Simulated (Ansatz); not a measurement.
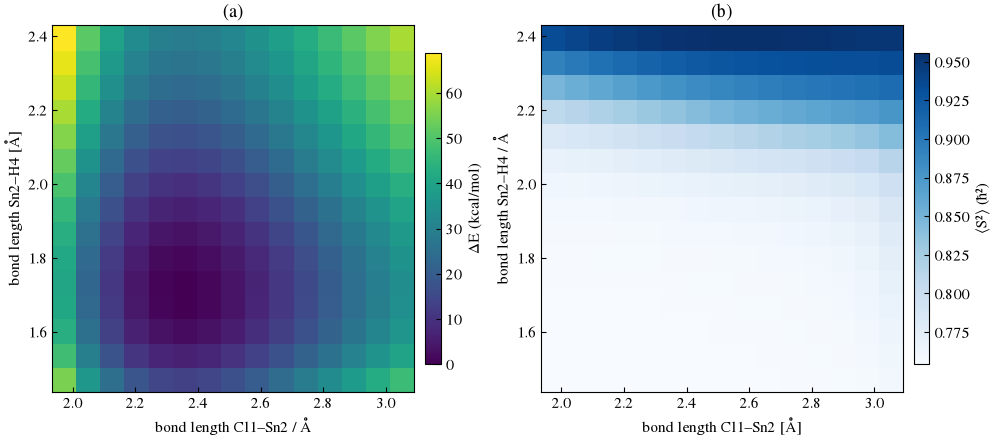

ClH2Sn, SMILES [Cl][SnH2], spin multiplicity 2. The first coordinate is: bond length Cl1–Sn2; the second: bond length Sn2–H4. Nothing is relaxed (all other coordinates rigid). Grid: 15 × 15 points. Points are written as (first, second). Energies are in kcal/mol, from the lowest grid point. All numbers below come from UHF/def2-TZVP in Ansatz.

Panel (a) is the energy and panel (b) the computed ⟨S²⟩ on the same grid.

In the figure: one coloured cell a grid point.

Question: How does the ⟨S²⟩ vary over the map, and what is it at the lowest grid point?

Answer: Leaving out the highest fifth of the energies, it runs from 0.75 ħ² at (2.127 Å, 1.471 Å) to 0.96 ħ² at (2.590 Å, 2.395 Å). At the lowest grid point, (2.358 Å, 1.735 Å), it is 0.76 ħ².

| bond length Sn2–H4 ↓, bond length Cl1–Sn2 → | 1.973 | 2.050 | 2.127 | 2.204 | 2.281 | 2.358 | 2.436 | 2.513 | 2.590 | 2.667 | 2.744 | 2.821 | 2.899 | 2.976 | 3.053 |
| --- | --- | --- | --- | --- | --- | --- | --- | --- | --- | --- | --- | --- | --- | --- | --- |
| 2.395 | 0.93 | 0.94 | 0.94 | 0.95 | 0.95 | 0.95 | 0.95 | 0.96 | 0.96 | 0.96 | 0.95 | 0.95 | 0.95 | 0.95 | 0.95 |
| 2.329 | 0.89 | 0.90 | 0.91 | 0.91 | 0.92 | 0.92 | 0.92 | 0.93 | 0.93 | 0.93 | 0.93 | 0.93 | 0.93 | 0.93 | 0.93 |
| 2.263 | 0.85 | 0.86 | 0.86 | 0.87 | 0.87 | 0.88 | 0.88 | 0.89 | 0.89 | 0.90 | 0.90 | 0.90 | 0.90 | 0.91 | 0.91 |
| 2.197 | 0.81 | 0.81 | 0.82 | 0.83 | 0.83 | 0.84 | 0.84 | 0.85 | 0.85 | 0.86 | 0.86 | 0.86 | 0.87 | 0.87 | 0.88 |
| 2.131 | 0.78 | 0.79 | 0.79 | 0.79 | 0.80 | 0.80 | 0.81 | 0.81 | 0.81 | 0.82 | 0.82 | 0.83 | 0.83 | 0.83 | 0.84 |
| 2.065 | 0.77 | 0.77 | 0.77 | 0.77 | 0.78 | 0.78 | 0.78 | 0.78 | 0.79 | 0.79 | 0.79 | 0.80 | 0.80 | 0.81 | 0.81 |
| 1.999 | 0.76 | 0.76 | 0.76 | 0.76 | 0.77 | 0.77 | 0.77 | 0.77 | 0.77 | 0.77 | 0.78 | 0.78 | 0.78 | 0.79 | 0.80 |
| 1.933 | 0.76 | 0.76 | 0.76 | 0.76 | 0.76 | 0.76 | 0.76 | 0.76 | 0.76 | 0.77 | 0.77 | 0.77 | 0.77 | 0.78 | 0.79 |
| 1.867 | 0.76 | 0.76 | 0.76 | 0.76 | 0.76 | 0.76 | 0.76 | 0.76 | 0.76 | 0.76 | 0.76 | 0.76 | 0.77 | 0.77 | 0.78 |
| 1.801 | 0.76 | 0.76 | 0.76 | 0.76 | 0.76 | 0.76 | 0.76 | 0.76 | 0.76 | 0.76 | 0.76 | 0.76 | 0.76 | 0.77 | 0.77 |
| 1.735 | 0.76 | 0.76 | 0.76 | 0.76 | 0.76 | 0.76 | 0.76 | 0.76 | 0.76 | 0.76 | 0.76 | 0.76 | 0.76 | 0.76 | 0.77 |
| 1.669 | 0.75 | 0.75 | 0.75 | 0.75 | 0.76 | 0.76 | 0.76 | 0.76 | 0.76 | 0.76 | 0.76 | 0.76 | 0.76 | 0.76 | 0.77 |
| 1.603 | 0.75 | 0.75 | 0.75 | 0.75 | 0.75 | 0.75 | 0.76 | 0.76 | 0.76 | 0.76 | 0.76 | 0.76 | 0.76 | 0.76 | 0.77 |
| 1.537 | 0.75 | 0.75 | 0.75 | 0.75 | 0.75 | 0.75 | 0.75 | 0.75 | 0.76 | 0.76 | 0.76 | 0.76 | 0.76 | 0.76 | 0.76 |
| 1.471 | 0.75 | 0.75 | 0.75 | 0.75 | 0.75 | 0.75 | 0.75 | 0.75 | 0.75 | 0.75 | 0.76 | 0.76 | 0.76 | 0.76 | 0.76 |
